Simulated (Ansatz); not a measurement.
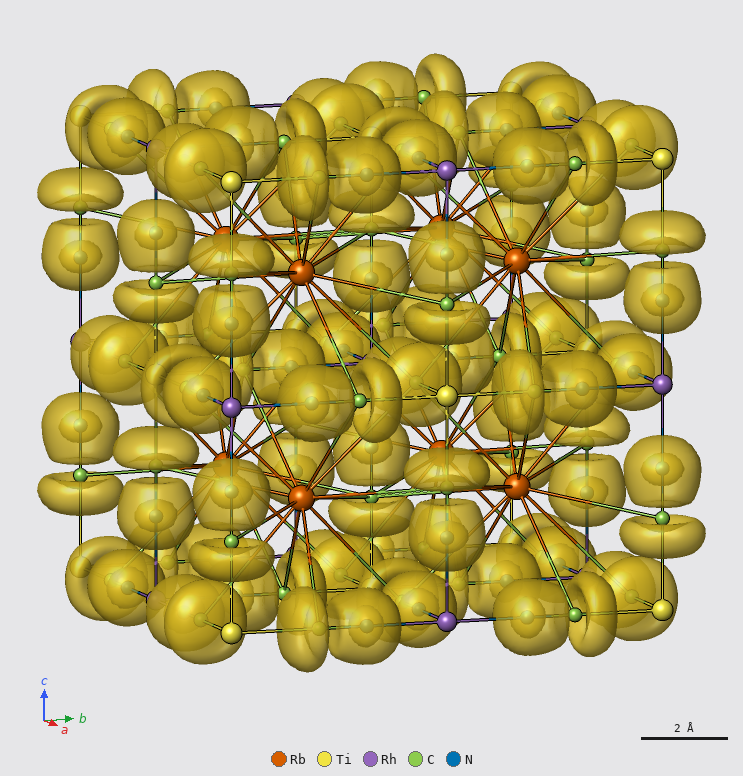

Figure 1: Rb$_{2}$TiRhC$_{6}$N$_{6}$. Isosurface of the ELF at 0.7 (yellow), seen slightly off an axis. Only the valence region is drawn (cores and ρ < 0.01 e/Å³ removed). Sticks mark near contacts.

Space group Fm-3m; a structure generated by program, which may or may not match a known phase; spin-polarised.

Level of theory: Ansatz, DFT PBE, scalar-relativistic, plane waves, PAW.

Core electrons are frozen (PAW), and the valence fields are smoothed inside the atomic spheres.

Input

```
crystal:
  lattice:
    - [0.0, 5.3356584833, 5.3356584833]
    - [5.3356584833, 0.0, 5.3356584833]
    - [5.3356584833, 5.3356584833, 0.0]
  atoms:
    - { symbol: Rb, position: [0.25, 0.25, 0.25] }
    - { symbol: Rb, position: [0.75, 0.75, 0.75] }
    - { symbol: Ti, position: [0.0, 0.0, 0.0], spin: 1.09 }
    - { symbol: Rh, position: [0.5, 0.5, 0.5] }
    - { symbol: C, position: [0.7968397158, 0.2031602842, 0.2031602842] }
    - { symbol: C, position: [0.2031602842, 0.7968397158, 0.2031602842] }
    - { symbol: C, position: [0.2031602842, 0.2031602842, 0.7968397158] }
    - { symbol: C, position: [0.2031602842, 0.7968397158, 0.7968397158] }
    - { symbol: C, position: [0.7968397158, 0.2031602842, 0.7968397158] }
    - { symbol: C, position: [0.7968397158, 0.7968397158, 0.2031602842] }
    - { symbol: "N", position: [0.685984949, 0.314015051, 0.314015051] }
    - { symbol: "N", position: [0.314015051, 0.685984949, 0.314015051] }
    - { symbol: "N", position: [0.314015051, 0.314015051, 0.685984949] }
    - { symbol: "N", position: [0.314015051, 0.685984949, 0.685984949] }
    - { symbol: "N", position: [0.685984949, 0.314015051, 0.685984949] }
    - { symbol: "N", position: [0.685984949, 0.685984949, 0.314015051] }
basis:
  ecutwfc: 420
kpoints:
  mp_grid: { grid: [6, 6, 6] }
hamiltonian:
  xc: pbe
scf:
  occupations: { method: gaussian, width: 0.02 }
output:
  forces: true
  stress: true
  eigenvalues: true
  populations: true
  write_density: true
  write_potential: true
  elf: true
  volumetric_format: npy
magnetization:
  spin_polarized: true
relax:
  adjacent_minimum: "off"
  f_tol: 0.01
  max_steps: 80
  cell: { stress_tol: 0.05 }
```

Launched as:

```sh
ansatz run input.yaml --threads 1 --pin off --max-ram 2560MiB --backend cpu --events-out ev --progress --plain --runs-dir out
```

Below, planes, directions and counts refer to the conventional cell (a = 10.67 Å, b = 10.67 Å, c = 10.67 Å, α = 90.00°, β = 90.00°, γ = 90.00°).

Where are the electrons localised?

Answer. At this value the surface marks out 24 lobes of the valence shell of C pointing towards Ti (polar bonds) and 24 regions on N in which the atom's valence shell and bonds are merged, counted in one cell of 64 atoms. Regions shared between cells count once.

Values along the shortest contacts:
C–N (1.18 Å): the ELF peaks at about 0.85 between the atoms. Rh–N (1.99 Å): the ELF peaks at about 0.90 in the valence shell of N, 0.6 Å from its nucleus, and is about 0.20 at the midpoint.
